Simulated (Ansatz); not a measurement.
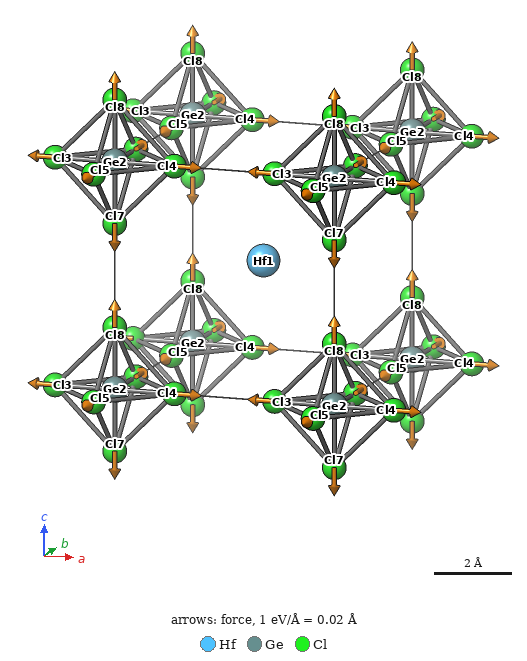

Starting geometry of crystalline HfGeCl6 (a generated structure, set up in Pm-3m) (coarse preliminary run) with the computed forces as orange arrows. A ball-and-stick model of the cell of the calculation, seen slightly off an axis.

Level of theory: Ansatz, DFT PBE, scalar-relativistic, plane waves, PAW.

Input file:
```yaml
crystal:
  lattice:
    - [6.07326398, 0.0, 0.0]
    - [0.0, 6.07326398, 0.0]
    - [0.0, 0.0, 6.07326398]
  atoms:
    - { symbol: Hf, position: [0.5, 0.5, 0.5] }
    - { symbol: Ge, position: [0.0, 0.0, 0.0] }
    - { symbol: Cl, position: [0.7284575, 0.0, 0.0] }
    - { symbol: Cl, position: [0.2715425, 0.0, 0.0] }
    - { symbol: Cl, position: [0.0, 0.7284575, 0.0] }
    - { symbol: Cl, position: [0.0, 0.2715425, 0.0] }
    - { symbol: Cl, position: [0.0, 0.0, 0.7284575] }
    - { symbol: Cl, position: [0.0, 0.0, 0.2715425] }
basis:
  ecutwfc: 420
kpoints:
  mp_grid: { grid: [4, 4, 4] }
hamiltonian:
  xc: pbe
scf:
  occupations: { method: gaussian, width: 0.1 }
  lower_state_search: "off"
output:
  forces: true
  stress: true
  eigenvalues: true
relax:
  adjacent_minimum: "off"
  f_tol: 0.04
  max_steps: 70
  cell: { stress_tol: 0.4 }
```

Run as
```bash
ansatz run input.yaml --threads 1 --pin off --max-ram 2048MiB --backend cpu --events-out ev --progress --plain --runs-dir out
```

Question: Is this structure relaxed? If not, where do the atoms go?

Answer: It isn't relaxed: the largest force vector, on Cl atoms, is 38.65 eV/Å. The atoms end up moving mostly along the starting forces (cosine between the two patterns 1.00). The largest moves relative to the cell, 0.20 Å, are those of Cl3, Cl4, Cl5, Cl6, Cl7 and Cl8. Cl4 goes along +a. Hf and Ge stay in place. Cell: a = b = c 6.073 → 7.739 Å (+27.4 %). Volume +106.9 %. Some distances before and after: Cl3–Cl5 2.332 → 3.262 Å, Ge2–Cl3 1.649 → 2.306 Å, Cl3–Cl4 2.775 → 3.126 Å. The space group stays Pm-3m (No. 221). After 10 accepted moves (12 points after the start) the energy has fallen by 5919 meV per atom. Largest force component: 39 eV/Å at the start, 0.0055 eV/Å at the end. The pressure goes from 94.29 to 0.01 GPa. The SCF was repeated twice at an unchanged geometry on a basis and grid sized afresh for the cell, which shifted the energy by 46.6 meV per atom at most. The run took 3.4 min on 1 thread of Arm Neoverse V1, on a shared host, peak memory 0.68 GiB.
